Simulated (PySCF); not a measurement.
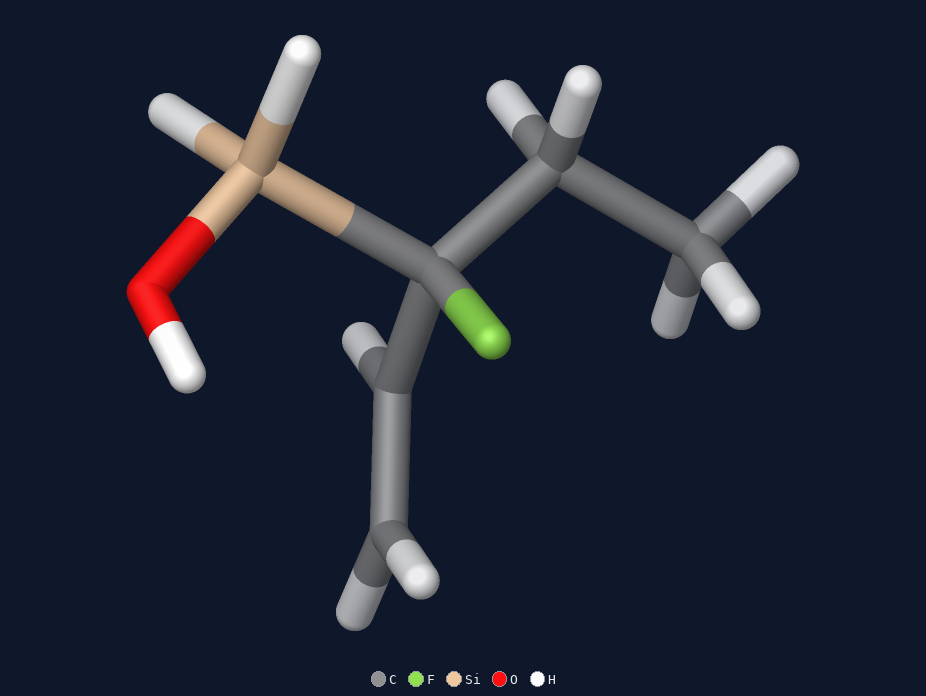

The computed structure is the end point of a GFN2-xTB optimisation. No frequency run is at hand to confirm it as a minimum.

Description:

Formula C₅H₁₁FOSi. Its SMILES string is `C=C[C@@](F)(CC)[SiH2]O`. It has no ring. Among its groups: alkene, C–F bond, Si–H bond, Si–O bond. The point group is C1. Coordination: 2 C trigonal planar; 3 C tetrahedral; 1 Si tetrahedral; 1 O bent.

The parts below concern this one geometry. Atoms keep their numbers from picture to picture.

**Shape**

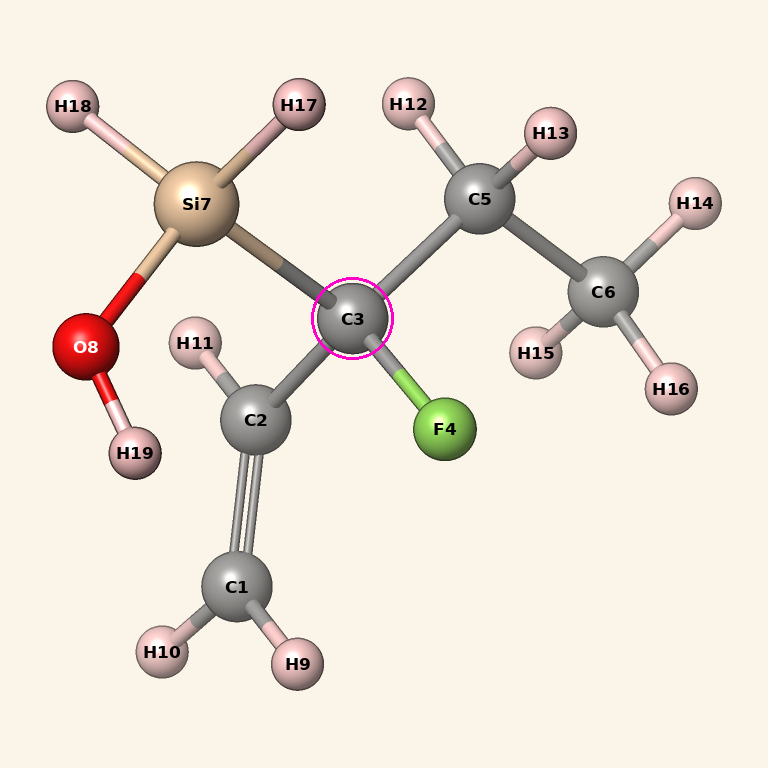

Depth is shown by fading: the farther an atom, the more it takes the colour of the background. Circles mark the stereogenic atoms. No frequency run is at hand to confirm it as a minimum.

Assign CIP descriptors.

C3: R (priorities Si7 > F4 > C2 > C5).

**Bond orders**

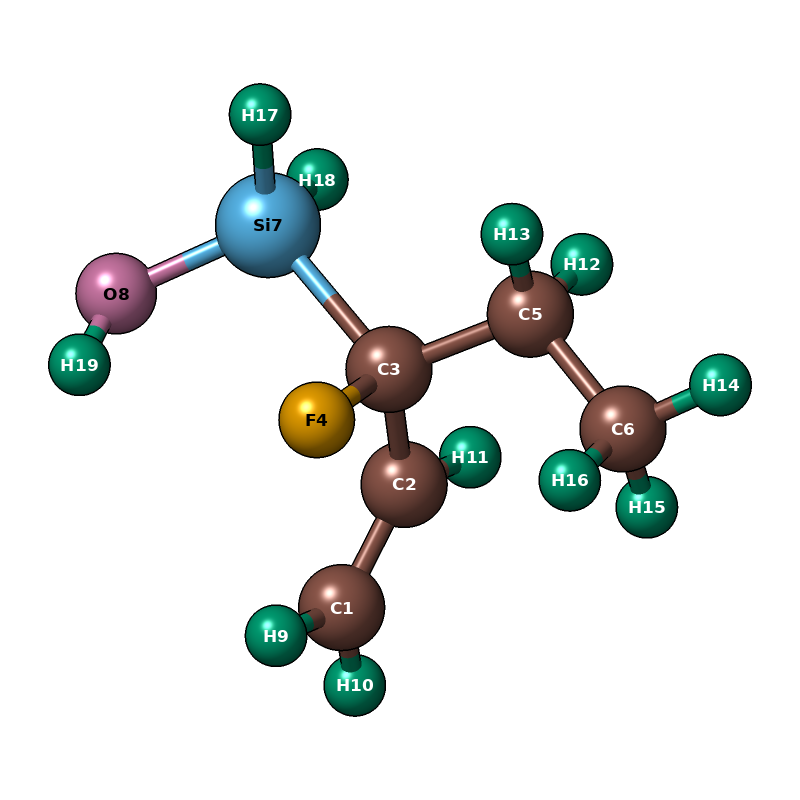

Every bond is drawn as one stick. No frequency run is at hand to confirm it as a minimum. Computed with PBE0/pcSseg-1 (PySCF 2.14.0).

Which bond between heavy atoms has the highest Mayer bond order?

C1–C2, 1.96, at a length of 1.321 Å.

List the Mayer bond orders of C1–C2, C2–C3, C3–F4, C3–C5, C3–Si7, C5–C6, Si7–O8 (bonds between heavy atoms, one of each equivalent set).

```json
{"bond": "C1–C2", "Mayer order": "1.96", "length (Å)": "1.321"}
{"bond": "C2–C3", "Mayer order": "0.99", "length (Å)": "1.489"}
{"bond": "C3–F4", "Mayer order": "0.81", "length (Å)": "1.411"}
{"bond": "C3–C5", "Mayer order": "1.01", "length (Å)": "1.527"}
{"bond": "C3–Si7", "Mayer order": "0.79", "length (Å)": "1.937"}
{"bond": "C5–C6", "Mayer order": "1.05", "length (Å)": "1.525"}
{"bond": "Si7–O8", "Mayer order": "1.05", "length (Å)": "1.618"}
```

**Polarisability**

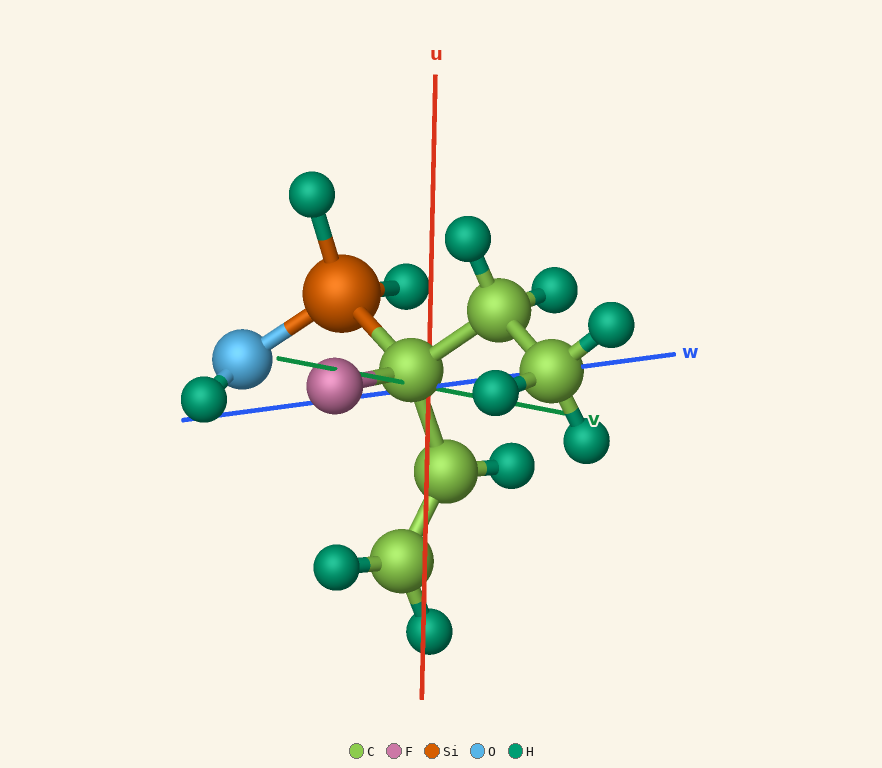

The lines u, v and w are the principal axes of the static dipole polarisability. No frequency run is at hand to confirm it as a minimum. Level of theory: PBE0/def2-SVPD (PySCF 2.14.0).

Along which axis is the molecule most polarisable, and along which least?

Most along u, least along v.

Give the three principal values.

u 102.4, v 77.7, w 92.7 bohr³; mean 90.9, anisotropy 21.6 bohr³.

**Quadrupole coupling**

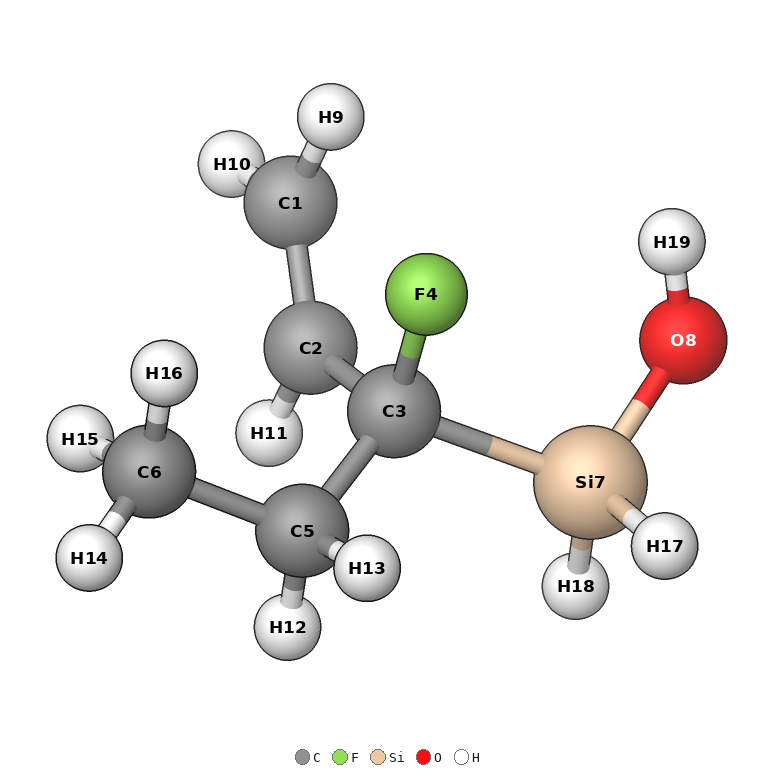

No frequency run is at hand to confirm it as a minimum. Electric field gradients from the ground-state density, PBE0/pcSseg-1 (PySCF 2.14.0), non-relativistic apart from any core potentials.

Give the largest field-gradient component, the quadrupole coupling constant and the asymmetry for 17O at O8 (Q = −25.6 mb).

| atom | V_zz (a.u.) | e²qQ/h (MHz) | η |
| --- | --- | --- | --- |
| O8 | 1.520 | −9.14 | 0.50 |

The geometry is semi-empirical. Around Si such bond lengths and angles can be off by a tenth of an ångström or more and by several degrees, and values that hang on the shape move with them.
